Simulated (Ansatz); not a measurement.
Cost and result by functional for the adsorption energy of OH on the 1x1 (100) surface of rock-salt MgO (cut with top plane Mg + O), one in a 2x2 cell, started at the site 'top O', in Ansatz (plane waves, PAW). Single points on the PBE structure, on one kind of machine; costs are rough ratios of the slab run's core time (references not counted) to the cheapest single point. r2SCAN's cost holds its higher cutoff (500 against 420 eV). Differences are taken against r2SCAN for comparison alone: no measured value is at hand, so the table doesn't rank accuracy. The points keep PBE's geometry, so the relaxation of a polaron and the settling of charge on one site are left out.

Host crystal: rock-salt MgO, with a band gap (PBE, scalar-relativistic without spin-orbit coupling).

Set-up: 34 atoms, 6.4 Å thick at the start under the adsorbate (thin: gaps and levels are the slab's own); mesh 3x3x1; 0.01 eV smearing; dipole correction on; 16 atoms held, the rest relaxed; held to the start's symmetry, so lower structures may exist; spin-polarised, ending with about 1.0 μB a cell; orders that need a larger cell were not tried, no spin-orbit, no U, no dispersion correction. At the end it is bonded to 2 Mg. In PBE it is, or lies within 0.03 eV of, the lowest of the starts that converged. These notes are the PBE run's. RPBE: The program's check for a lower electronic state was not made. r2SCAN: The program's check for a lower electronic state was not made. Adsorption energies are against H2O(g) − ½ H2(g). A negative adsorption energy means that the adsorbate is more stable on the surface than in its reference.

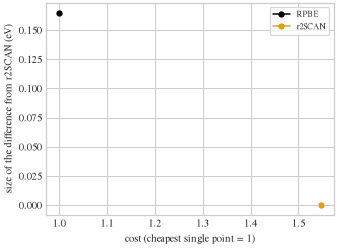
Figure. Difference from r2SCAN against cost

| functional | relative cost | adsorption energy (eV) | less r2SCAN (eV) |
|---|---|---|---|
| RPBE | 1 | 2.01 | 0.16 |
| r2SCAN | 2 | 1.84 | 0.00 |
| PBE (the relaxed run's value) | – | 1.95 | 0.10 |

The values span 0.16 eV, while the single points' costs differ by a factor of roughly 2. Differences are of unrounded values.

Ansatz is a program for electronic structure.
